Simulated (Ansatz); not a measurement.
C9H21ClGeO3 (GeCl(OiPr)3) (charge +1, doublet)

Input file:

```
crystal:
  periodic: [false, false, false]
  atoms:
    - {symbol: Ge, position_ang: [-0.334355, -0.204595, 0.966219]}
    - {symbol: Cl, position_ang: [-0.046704, -0.754739, 2.981735]}
    - {symbol: O, position_ang: [1.203055, -0.181957, 0.048452]}
    - {symbol: C, position_ang: [2.442811, -0.744420, 0.481588]}
    - {symbol: C, position_ang: [3.552787, -0.049076, -0.282434]}
    - {symbol: C, position_ang: [2.400780, -2.263187, 0.213078]}
    - {symbol: H, position_ang: [2.541552, -0.591839, 1.574200]}
    - {symbol: H, position_ang: [3.442763, -0.203361, -1.366794]}
    - {symbol: H, position_ang: [4.522950, -0.460276, 0.033774]}
    - {symbol: H, position_ang: [3.541197, 1.031373, -0.076222]}
    - {symbol: H, position_ang: [1.580182, -2.732687, 0.776501]}
    - {symbol: H, position_ang: [2.265109, -2.449789, -0.862480]}
    - {symbol: H, position_ang: [3.355445, -2.699632, 0.542028]}
    - {symbol: O, position_ang: [-1.232500, 1.236249, 0.601719]}
    - {symbol: C, position_ang: [-1.080976, 2.519049, 1.273515]}
    - {symbol: C, position_ang: [-1.813140, 3.533243, 0.426200]}
    - {symbol: C, position_ang: [0.391352, 2.835003, 1.489936]}
    - {symbol: H, position_ang: [-1.579113, 2.419353, 2.259028]}
    - {symbol: H, position_ang: [-1.329751, 3.636379, -0.557749]}
    - {symbol: H, position_ang: [-1.805251, 4.513179, 0.925478]}
    - {symbol: H, position_ang: [-2.859348, 3.231259, 0.275175]}
    - {symbol: H, position_ang: [0.870982, 2.094839, 2.153547]}
    - {symbol: H, position_ang: [0.919136, 2.857350, 0.522337]}
    - {symbol: H, position_ang: [0.503411, 3.817216, 1.972233]}
    - {symbol: O, position_ang: [-1.143571, -1.535624, 0.093877]}
    - {symbol: C, position_ang: [-1.836526, -1.363349, -1.144189]}
    - {symbol: C, position_ang: [-3.109636, -2.210889, -1.045231]}
    - {symbol: C, position_ang: [-0.917300, -1.852461, -2.268586]}
    - {symbol: H, position_ang: [-2.087404, -0.297416, -1.282491]}
    - {symbol: H, position_ang: [-2.863577, -3.268981, -0.875679]}
    - {symbol: H, position_ang: [-3.656831, -2.115603, -1.995461]}
    - {symbol: H, position_ang: [-3.740952, -1.848205, -0.222306]}
    - {symbol: H, position_ang: [-0.006004, -1.234937, -2.288084]}
    - {symbol: H, position_ang: [-0.642068, -2.906304, -2.115930]}
    - {symbol: H, position_ang: [-1.448485, -1.755135, -3.226953]}
basis:
  gaussian: {orbitals: def2-TZVP, fitting: {mean_field: def2-universal-jkfit}, initial_orbitals: start.molden}
total_charge: 1
magnetization: {spin_polarized: true, initial_magnetization: 1}
hamiltonian: {xc: pbe0, dispersion: d4}
scf: {omitted_lower_state_checks: [starts]}
output: {orbitals: {seedname: orbitals}}
```

Command:

```sh
ansatz run in.yaml --threads 2 --pin off --events-out ev --progress --plain --max-ram 32768MiB --backend cuda --devices 0, --max-vram 18GiB
```

Geometry: r2SCAN-D4/def2-SVP.

The calculation used Ansatz 0.2.0, UKS PBE0-D4/def2-TZVP.

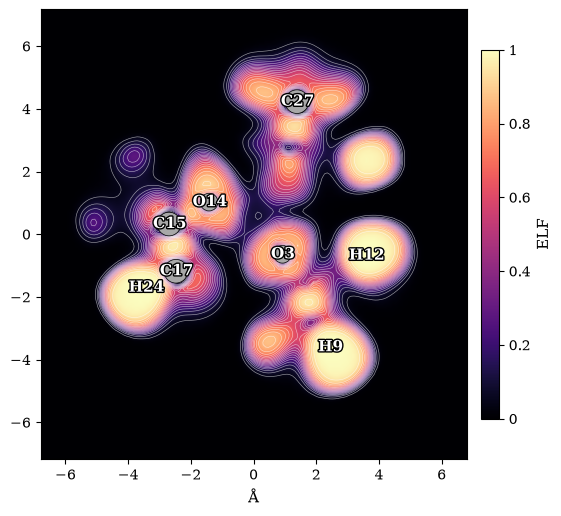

Figure 1. ELF on the plane of atoms C15, C17 and H24. Grey discs cover the atomic cores.

Q: What does the map show?

A:
- The section cuts through O, H and C sites.
- C–O (1.46 Å): the ELF peaks at about 0.85 between the atoms: a shared but strongly polarised pair.
- C–C (1.52 Å): the ELF peaks at about 0.95 between the atoms: a shared electron pair.
- C–H (1.10 Å): the ELF climbs to about 1 towards the hydrogen, as it does in any bond to H: an ordinary covalent bond to hydrogen.
- The ELF also peaks beside O3 and O14, away from the bonds: non-bonding electrons, paired or unpaired.

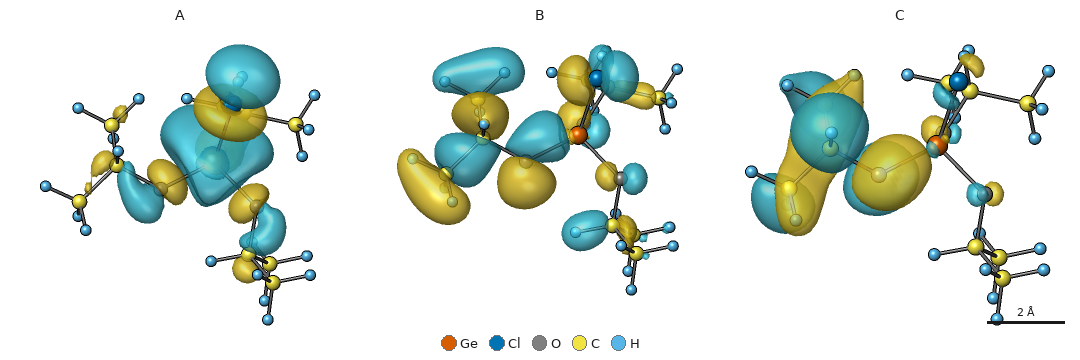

Figure 2. Three frontier orbitals at ±0.08 Å⁻³ᐟ² (yellow and cyan are the two phases), in no order.

Q: Which picture is the HOMO−1, the HOMO and the LUMO? All are α orbitals.

A: B is the HOMO−1 (α) (−12.62 eV). By Hirshfeld shares it lies mainly on O14 (about 25 %), C15 (about 15 %), C16 (about 15 %), C17 (about 10 %) and Cl2 (about 5 %). C is the HOMO (α) (−12.14 eV). Its weight (Hirshfeld) is mainly on O14 (about 35 %), C15 (about 20 %), H18 (about 15 %), C17 (about 10 %) and C16 (about 5 %). A is the LUMO (α) (−4.79 eV). Its weight (Hirshfeld) is mainly on Ge1 (about 35 %), Cl2 (about 30 %), O14 (about 10 %), O3 (about 10 %) and O25 (about 5 %).

Q: What is the gap between the highest occupied and lowest empty α orbitals?

A: 7.35 eV between the orbital energies.

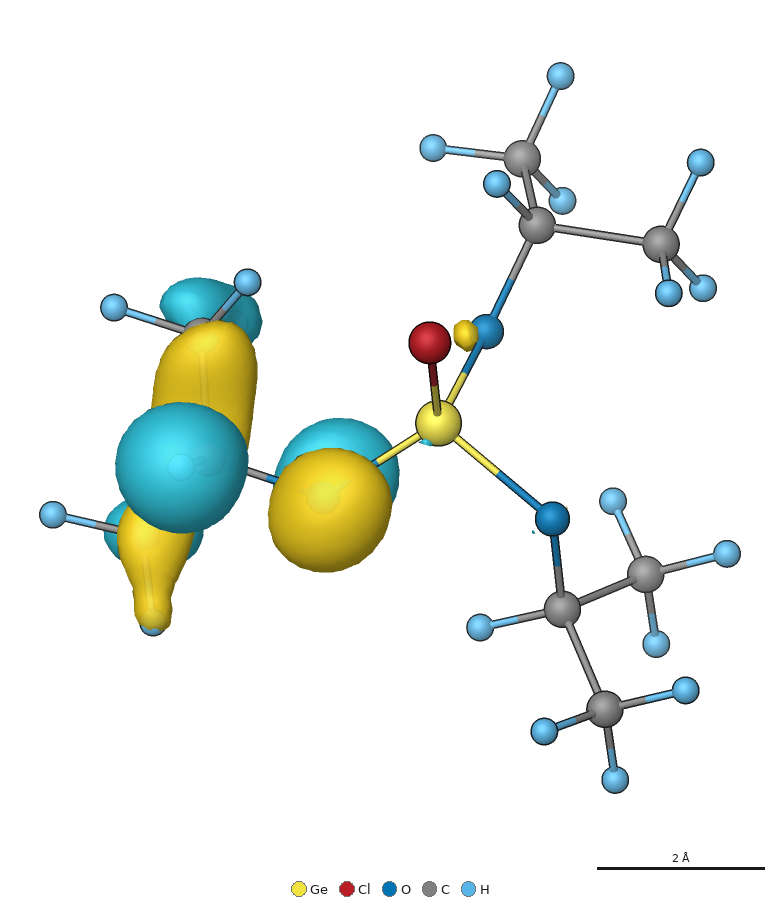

Figure 3. The HOMO (α) at ±0.15 Å⁻³ᐟ² (yellow and cyan are the two phases), seen across its widest extent.

Q: Describe this orbital and give its energy.

A: Its weight (Hirshfeld) is mainly on O14 (about 35 %), C15 (about 20 %), H18 (about 15 %), C17 (about 10 %) and C16 (about 5 %). Its energy is −12.14 eV.
